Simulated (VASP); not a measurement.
## SrIr2: structure and properties in VASP

What structure does SrIr2 take at this level, and what are its properties? The steps: full relaxation (PBEsol), second relaxation, density, ELF and potential (PBEsol), band structure (PBEsol), total and projected DOS (PBEsol), vibrations at Γ (PBEsol) and field gradients at the nuclei (PBEsol). The start is a cell from a database of measured crystal structures.

Program: VASP 6.6.1. Level of theory: PBEsol; plane waves and PAW (Sr_sv, Ir). Results are calculated unless marked as measured.

The database entry behind the starting cell differs from later determinations by our own check (an axis about 1.2 % short against later determinations), so it need not match the best structure at ambient conditions.

## Step 1: The starting structure

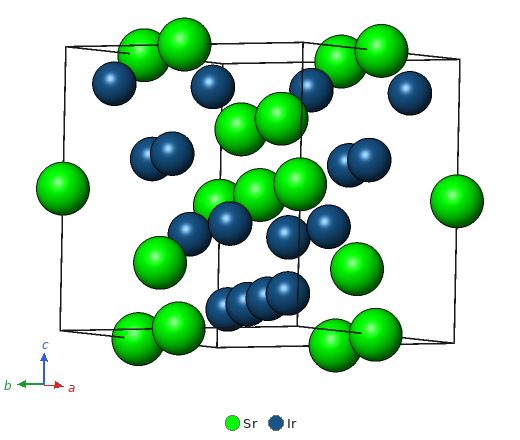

The starting structure, seen from a free direction (strontium green, iridium blue). This picture shows the conventional cell, with its axes. Some periodic images of atoms are drawn too.

## Step 2: Full relaxation (PBEsol)

Properties are meant for the cell that this level of theory prefers, so cell and atoms are relaxed first (ISIF = 3) until forces and stress are small; EDIFFG sets the threshold. PBEsol restores the gradient expansion of exchange and is tuned for the cells of solids.

Contents of INCAR:

```
SYSTEM = SrIr2
PREC = Accurate
ENCUT = 400
EDIFF = 1E-06
NELM = 100
ISMEAR = 1
SIGMA = 0.2
LREAL = .FALSE.
ALGO = Normal
GGA = PS
NBANDS = 34
LASPH = .TRUE.
LORBIT = 11
LWAVE = .FALSE.
LCHARG = .FALSE.
KPAR = 4
IBRION = 2
NSW = 60
ISIF = 3
EDIFFG = -0.01
```

Contents of POSCAR:

```
SrIr2
1.0
    0.0000000000      3.8500000000      3.8500000000
    3.8500000000      0.0000000000      3.8500000000
    3.8500000000      3.8500000000      0.0000000000
Sr Ir
2 4
Direct
    0.0000000000      0.0000000000      0.0000000000
    0.2500000000      0.2500000000      0.2500000000
    0.6250000000      0.6250000000      0.6250000000
    0.1250000000      0.6250000000      0.6250000000
    0.6250000000      0.6250000000      0.1250000000
    0.6250000000      0.1250000000      0.6250000000
```

Contents of KPOINTS:

```
Automatic mesh
0
Gamma
5 5 5
0 0 0
```

Potentials, in the order of the species: Sr_sv and Ir (PBE family, release 64).

Command:

```bash
mpirun -np 4 vasp_std
```

The program printed:

```text
[banner, memory and clock lines left out]
running    4 mpi-ranks, on    1 nodes
 distrk:  each k-point on    1 cores,    4 groups
 distr:  one band on    1 cores,    1 groups

 POSCAR found type information on POSCAR SrIr
 POSCAR found :  2 types and       6 ions
|                                                                             |
|               ----> ADVICE to this user running VASP <----                  |
|                                                                             |
|     You enforced a specific xc type in the INCAR file but a different       |
|     [... a line on the potential file left out ...]
|     I HOPE YOU KNOW WHAT YOU ARE DOING!                                     |
|                                                                             |

 LDA part: xc-table for (Slater+PW92), standard interpolation
 POSCAR, INCAR and KPOINTS ok, starting setup
 FFT: planning ... GRIDC
 FFT: planning ... GRID_SOFT
 FFT: planning ... GRID
 WAVECAR not read
 entering main loop
       N       E                     dE             d eps       ncg     rms          rms(c)
DAV:   1     0.478735236713E+03    0.47874E+03   -0.22177E+04   680   0.131E+03
DAV:   2    -0.204879194718E+01   -0.48078E+03   -0.46795E+03   690   0.436E+02
DAV:   3    -0.457718822134E+02   -0.43723E+02   -0.42185E+02  1054   0.107E+02
DAV:   4    -0.483965341312E+02   -0.26247E+01   -0.26097E+01  1040   0.262E+01
DAV:   5    -0.484584805050E+02   -0.61946E-01   -0.61884E-01  1016   0.287E+00    0.598E+01
DAV:   6    -0.447444941956E+02    0.37140E+01   -0.32311E+01  1032   0.319E+01    0.124E+01
DAV:   7    -0.443876689624E+02    0.35683E+00   -0.29158E+00   970   0.101E+01    0.113E+01
DAV:   8    -0.443056694126E+02    0.82000E-01   -0.32331E-01   902   0.274E+00    0.329E+00
DAV:   9    -0.442962210268E+02    0.94484E-02   -0.63721E-02  1042   0.166E+00    0.111E+00
DAV:  10    -0.442955594394E+02    0.66159E-03   -0.61952E-03   944   0.400E-01    0.148E-01
DAV:  11    -0.442956055189E+02   -0.46079E-04   -0.37758E-04  1028   0.112E-01    0.869E-02
DAV:  12    -0.442955999059E+02    0.56130E-05   -0.96671E-05   956   0.486E-02    0.177E-02
DAV:  13    -0.442956004262E+02   -0.52033E-06   -0.37960E-06   714   0.140E-02
   1 F= -.44295600E+02 E0= -.44292698E+02  d E =-.442956E+02
 curvature:   0.00 expect dE= 0.000E+00 dE for cont linesearch  0.000E+00
 trial: gam= 0.00000 g(F)=  0.461E-49 g(S)=  0.123E+00 ort = 0.000E+00 (trialstep = 0.100E+01)
 search vector abs. value=  0.123E+00
 bond charge predicted
       N       E                     dE             d eps       ncg     rms          rms(c)
DAV:   1    -0.455231614304E+02   -0.12276E+01   -0.34591E+01   758   0.502E+01    0.130E+01
DAV:   2    -0.443671324281E+02    0.11560E+01   -0.55666E+00   844   0.165E+01    0.232E+00
DAV:   3    -0.442627924028E+02    0.10434E+00   -0.29546E-01   890   0.312E+00    0.113E+00
DAV:   4    -0.442351225543E+02    0.27670E-01   -0.21568E-01  1052   0.196E+00    0.239E+00
DAV:   5    -0.442372288397E+02   -0.21063E-02   -0.20651E-02   920   0.516E-01    0.210E+00
DAV:   6    -0.442405252181E+02   -0.32964E-02   -0.89375E-03  1012   0.494E-01    0.153E+00
DAV:   7    -0.442457198399E+02   -0.51946E-02   -0.58030E-03  1144   0.409E-01    0.113E+00
DAV:   8    -0.442442597473E+02    0.14601E-02   -0.21641E-03  1248   0.185E-01    0.840E-01
DAV:   9    -0.442441408624E+02    0.11888E-03   -0.30828E-04   954   0.102E-01    0.700E-01
DAV:  10    -0.442440567357E+02    0.84127E-04   -0.11995E-04  1242   0.630E-02    0.525E-01
DAV:  11    -0.442439929553E+02    0.63780E-04   -0.22118E-05  1282   0.255E-02    0.425E-01
DAV:  12    -0.442438983180E+02    0.94637E-04   -0.12339E-04  1210   0.641E-02    0.169E-01
DAV:  13    -0.442438845899E+02    0.13728E-04   -0.27197E-05  1210   0.269E-02    0.813E-02
DAV:  14    -0.442438801703E+02    0.44196E-05   -0.52582E-06   834   0.136E-02    0.325E-02
DAV:  15    -0.442438788287E+02    0.13416E-05   -0.14546E-06   474   0.739E-03    0.124E-02
DAV:  16    -0.442438786154E+02    0.21335E-06   -0.56182E-07   384   0.498E-03
   2 F= -.44243879E+02 E0= -.44240425E+02  d E =0.517218E-01
 trial-energy change:    0.051722  1 .order    0.056274   -0.123363    0.235911
 step:   0.3609(harm=  0.3434)  dis= 0.00000  next Energy=   -44.318075 (dE=-0.225E-01)
 bond charge predicted
       N       E                     dE             d eps       ncg     rms          rms(c)
DAV:   1    -0.448463469084E+02   -0.60247E+00   -0.13895E+01   734   0.319E+01    0.689E+00
DAV:   2    -0.443753797847E+02    0.47097E+00   -0.25062E+00   972   0.110E+01    0.208E+00
DAV:   3    -0.443274558878E+02    0.47924E-01   -0.14252E-01  1000   0.213E+00    0.132E+00
DAV:   4    -0.443145542896E+02    0.12902E-01   -0.64179E-02  1058   0.101E+00    0.171E+00
DAV:   5    -0.443183762660E+02   -0.38220E-02   -0.11264E-02   908   0.538E-01    0.566E-01
DAV:   6    -0.443182206110E+02    0.15566E-03   -0.96352E-03  1252   0.374E-01    0.143E-01
DAV:   7    -0.443184022328E+02   -0.18162E-03   -0.14360E-03  1176   0.153E-01    0.115E-01
DAV:   8    -0.443184270496E+02   -0.24817E-04   -0.17176E-04   924   0.544E-02    0.249E-02
DAV:   9    -0.443184241810E+02    0.28686E-05   -0.52042E-06   780   0.130E-02    0.785E-03
DAV:  10    -0.443184245367E+02   -0.35565E-06   -0.87796E-07   450   0.473E-03
   3 F= -.44318425E+02 E0= -.44315328E+02  d E =-.228241E-01
 curvature:  -0.17 expect dE=-0.173E-05 dE for cont linesearch -0.173E-05
 trial: gam=-0.00895 g(F)=  0.813E-49 g(S)=  0.101E-04 ort = 0.111E-02 (trialstep = 0.872E+00)
 search vector abs. value=  0.922E-09
 reached required accuracy - stopping structural energy minimisation
```

Run time: 28 s. Hardware: 4 MPI ranks of Intel Xeon Platinum 8375C at 2.90GHz (Ice Lake), shared host; peak memory 0.86 GiB; 1.8 min of CPU time.

Lines that name or quote the potential files are left out of all logs, and their timing lines are given in words.

OUTCAR, selected parts (step 2):

```text
ion  position               nearest neighbor table
   1  0.000  0.000  0.000-   3 3.19   5 3.19   6 3.19   3 3.19   4 3.19   5 3.19   3 3.19   4 3.19
                             6 3.19   4 3.19   5 3.19   6 3.19   2 3.33   2 3.33   2 3.33   2 3.33
   2  0.250  0.250  0.250-   4 3.19   5 3.19   6 3.19   3 3.19   4 3.19   6 3.19   3 3.19   4 3.19
                             5 3.19   3 3.19   5 3.19   6 3.19   1 3.33   1 3.33   1 3.33   1 3.33
   3  0.625  0.625  0.625-   4 2.72   5 2.72   6 2.72   5 2.72   6 2.72   4 2.72   1 3.19   2 3.19
                             1 3.19   2 3.19   1 3.19   2 3.19
   4  0.125  0.625  0.625-   3 2.72   5 2.72   6 2.72   3 2.72   5 2.72   6 2.72   2 3.19   1 3.19
                             1 3.19   2 3.19   2 3.19   1 3.19
   5  0.625  0.625  0.125-   3 2.72   3 2.72   4 2.72   6 2.72   6 2.72   4 2.72   1 3.19   2 3.19
                             1 3.19   2 3.19   1 3.19   2 3.19
   6  0.625  0.125  0.625-   3 2.72   5 2.72   3 2.72   4 2.72   5 2.72   4 2.72   2 3.19   1 3.19
                             2 3.19   2 3.19   1 3.19   1 3.19

  LATTYP: Found a face centered cubic cell.
 ALAT       =     7.7000000000

 Subroutine GETGRP returns: Found 48 space group operations
 (whereof 24 operations were pure point group operations)

The static configuration has the point symmetry T_d .
 The point group associated with its full space group is O_h .

 Found     10 irreducible k-points:

   k-points           NKPTS =     10   k-points in BZ     NKDIM =     10   number of bands    NBANDS=     34

   dimension x,y,z NGX =    36 NGY =   36 NGZ =   36
   dimension x,y,z NGXF=    72 NGYF=   72 NGZF=   72

   ENCUT  =  400.0 eV  29.40 Ry    5.42 a.u.   8.88  8.88  8.88*2*pi/ulx,y,z

   NELECT =      56.0000    total number of electrons

 k-points in reciprocal lattice and weights: Automatic mesh
   0.00000000  0.00000000  0.00000000       0.008
   0.20000000  0.00000000  0.00000000       0.064
   0.40000000  0.00000000  0.00000000       0.064
   0.20000000  0.20000000  0.00000000       0.048
   0.40000000  0.20000000  0.00000000       0.192
  -0.40000000  0.20000000  0.00000000       0.192
  -0.20000000  0.20000000  0.00000000       0.096
   0.40000000  0.40000000  0.00000000       0.048
  -0.40000000  0.40000000  0.00000000       0.096
  -0.40000000  0.40000000  0.20000000       0.192

 average (electrostatic) potential at core
       1 -33.3443       2 -33.3443       3 -51.5179       4 -51.5179       5 -51.5179
       6 -51.5179

 E-fermi :   6.0617

 k-point     1 :       0.0000    0.0000    0.0000
  band No.  band energies     occupation
    ...
     22       5.8026      2.06952
     23       5.8026      2.06952
     24       5.8026      2.06952
     25       5.8826      2.02119
     26       5.8826      2.02119
     27       6.8938     -0.00000
     28       6.8938     -0.00000
     29       7.3252     -0.00000
     30       7.4546     -0.00000
     31       7.4546     -0.00000
    ...

 k-point     2 :       0.2000    0.0000    0.0000
  band No.  band energies     occupation
    ...
     23       5.3016      2.00000
     24       5.7645      2.05655
     25       5.8225      2.07065
     26       5.8225      2.07065
     27       5.8546      2.05684
     28       6.5071     -0.00718
     29       6.5071     -0.00718
     30       7.4573     -0.00000
     31       7.8292     -0.00000
     32       7.8292     -0.00000
    ...

 k-point     3 :       0.4000    0.0000    0.0000
  band No.  band energies     occupation
    ...
     25       5.6862      2.02327
     26       5.6862      2.02327
     27       5.7043      2.02989
     28       6.1023      0.66419
     29       6.1023      0.66419
     30       7.8619     -0.00000
     31       8.3896     -0.00000
     32       8.5955     -0.00000
     33       8.5955     -0.00000
     34       9.6239     -0.00000

  Total       -0.0204317     -0.0204317     -0.0204317     -0.0000000      0.0000000      0.0000000
  in kB       -0.2925379     -0.2925379     -0.2925379     -0.0000000      0.0000000      0.0000000
  external PRESSURE =      -0.2925379 kB  Pullay stress =       0.0000000 kB

  energy-cutoff  :      400.00
  volume of cell :      111.90
      direct lattice vectors                 reciprocal lattice vectors
    -0.000000000  3.824734805  3.824734805    -0.130728018  0.130728018  0.130728018
     3.824734805  0.000000000  3.824734805     0.130728018 -0.130728018  0.130728018
     3.824734805  3.824734805 -0.000000000     0.130728018  0.130728018 -0.130728018

 POSITION                                       TOTAL-FORCE (eV/Angst)
 -----------------------------------------------------------------------------------
      0.00000      0.00000      0.00000        -0.000000     -0.000000     -0.000000
      1.91237      1.91237      1.91237         0.000000      0.000000      0.000000
      4.78092      4.78092      4.78092        -0.000000     -0.000000     -0.000000
      4.78092      2.86855      2.86855        -0.000000     -0.000000     -0.000000
      2.86855      2.86855      4.78092        -0.000000     -0.000000     -0.000000
      2.86855      4.78092      2.86855        -0.000000     -0.000000     -0.000000
 -----------------------------------------------------------------------------------
    total drift:                                0.000000      0.000000      0.000000

  FREE ENERGIE OF THE ION-ELECTRON SYSTEM (eV)
  ---------------------------------------------------
  free  energy   TOTEN  =       -44.3184245367 eV

  energy  without entropy=      -44.3091358682  energy(sigma->0) =      -44.31532831

 reached required accuracy - stopping structural energy minimisation

 total charge
# of ion       s       p       d       tot
------------------------------------------
    1        2.038   5.757   0.348   8.144
    2        2.038   5.757   0.348   8.144
    3        0.736   0.504   7.018   8.258
    4        0.736   0.504   7.018   8.258
    5        0.736   0.504   7.018   8.258
    6        0.736   0.504   7.018   8.258
--------------------------------------------------
tot          7.022  13.533  28.767  49.322

[... 3 further parts left out ...]
```

The k-mesh is coarse for a metal. The PAW data sets were made with PBE, which is usual practice but a small mismatch for other functionals. The run keeps the 48 symmetry operations of its start, so it cannot find a distortion of lower symmetry.

Step by step:

| step | energy less that of the first step (eV) | largest force (eV/Å) | pressure (GPa) | volume (Å³) |
| --- | --- | --- | --- | --- |
| 1 | 0.0000 | 0.0000 | -3.17 | 114.13 |
| 2 | 0.0517 | 0.0000 | 6.41 | 108.02 |
| 3 | -0.0228 | 0.0000 | -0.03 | 111.90 |

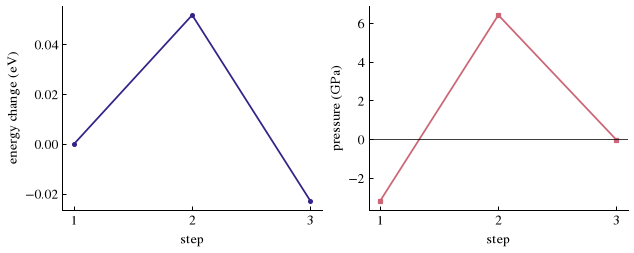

Energy and pressure along the relaxation.

```
conventional cell, symmetrised  before  after  change
                         a (Å)   7.700  7.649  -0.7 %
                         b (Å)   7.700  7.649  -0.7 %
                         c (Å)   7.700  7.649  -0.7 %
              volume (Å³/atom)   19.02  18.65  -2.0 %
```

Final coordinates:

```cif
data_structure
_symmetry_space_group_name_H-M 'P 1'
_symmetry_Int_Tables_number 1
_cell_length_a 5.4090
_cell_length_b 5.4090
_cell_length_c 5.4090
_cell_angle_alpha 60.000
_cell_angle_beta 60.000
_cell_angle_gamma 60.000
_cell_volume 111.90
loop_
_atom_site_label
_atom_site_type_symbol
_atom_site_fract_x
_atom_site_fract_y
_atom_site_fract_z
_atom_site_occupancy
Sr1 Sr 0.00000 0.00000 0.00000 1
Sr2 Sr 0.25000 0.25000 0.25000 1
Ir3 Ir 0.62500 0.62500 0.62500 1
Ir4 Ir 0.12500 0.62500 0.62500 1
Ir5 Ir 0.62500 0.62500 0.12500 1
Ir6 Ir 0.62500 0.12500 0.62500 1
```

Numbers from this step:

* electrons: 56
* bands: 34
* irreducible k-points: 10
* symmetry operations: 48
* free energy (TOTEN): -44.32 eV
* energy at zero smearing: -44.32 eV
* Fermi energy: 6.062 eV
* pressure: -0.02925 GPa
* metallic: yes
* SCF cycles over all ionic steps: 39

It ends with forces that vanish by symmetry and a pressure of -0.03 GPa. The volume lies -2.0 % from that of the database's start, which holds the thermal and zero-point expansion of its experiment.

(Continued in part 2 of 5.)

[Lines on the potential files, build, host, timing and source positions are cut from VASP's logs without a mark.]

[Logs are printed without paths, hosts, clocks, repeated set-up lines and the standing remarks that a program may print on its own settings, such as how far it seeks lower states.]

[Hosts, paths, dates, database ids (printed as entryN), source tags and the programs' standing remarks are cut or masked in the printed files.]

[A measured line is paired with the nearest computed mode of its activity, which favours agreement.]
